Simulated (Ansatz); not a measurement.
Input

```
crystal:
  periodic: [false, false, false]
  atoms:
    - { symbol: Al, position_ang: [0.0, 0.0, 0.0] }
    - { symbol: "N", position_ang: [0.0, 0.0, 2.27] }
    - { symbol: H, position_ang: [-0.877, -0.2713, 2.8] }
    - { symbol: H, position_ang: [0.877, 0.2713, 2.8] }
    - { symbol: H, position_ang: [1.351, 0.0, -0.78] }
    - { symbol: H, position_ang: [-1.351, 0.0, -0.78] }
    - { symbol: S, position_ang: [-0.3202, 2.4082, 0.8072] }
    - { symbol: H, position_ang: [-1.6213, 2.8314, 0.5106] }
    - { symbol: H, position_ang: [-0.1699, 1.2777, 2.019] }
basis:
  gaussian: { orbitals: def2-SVP }
hamiltonian:
  xc: cam_b3lyp
relax:
  f_tol: 0.15
  max_steps: 25
  restrain:
    - { distance: [0, 6], at: 2.26, k: 30.0 }
    - { distance: [8, 1], at: 1.06, k: 30.0 }
    - { distance: [0, 1], at: 3.12, k: 30.0 }
    - { distance: [8, 6], at: 2.6, k: 30.0 }
output:
  orbitals: {}
```

Launched as:

```sh
ansatz run input.yaml --threads 2 --pin off --max-ram 3072MiB --backend cpu --events-out ev --progress --plain --runs-dir out
```

The fields are those of the run's last geometry, not of the input's.

Not at a stationary point (largest force 1.0 eV/Å).

These are results of RKS CAM-B3LYP/def2-SVP in Ansatz, not measurements.

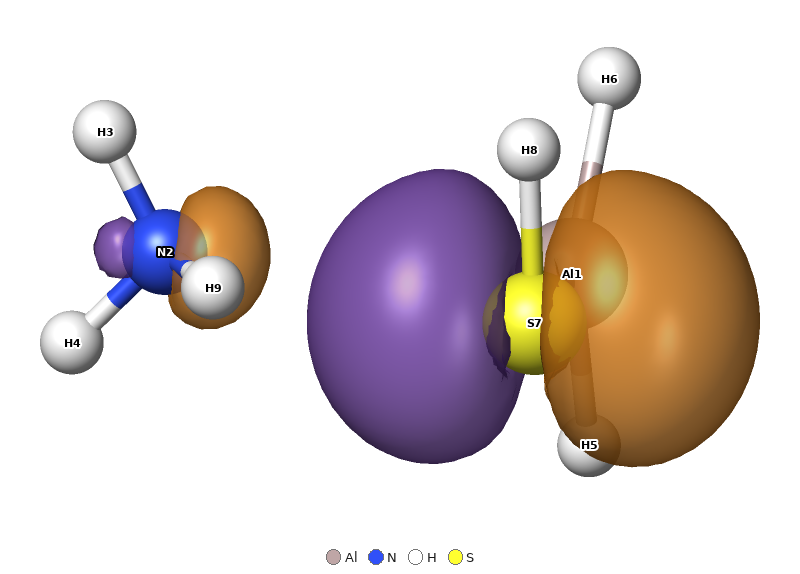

AlH$_{3}$S···NH$_{3}$. The HOMO at ±0.15 Å⁻³ᐟ² (orange and purple are the two phases), seen from one side.

> Where does this orbital lie, and at what energy?

Its weight (Hirshfeld) is mainly on S7 (about 80 %); largely a lone pair of S7. Its energy is −8.50 eV.
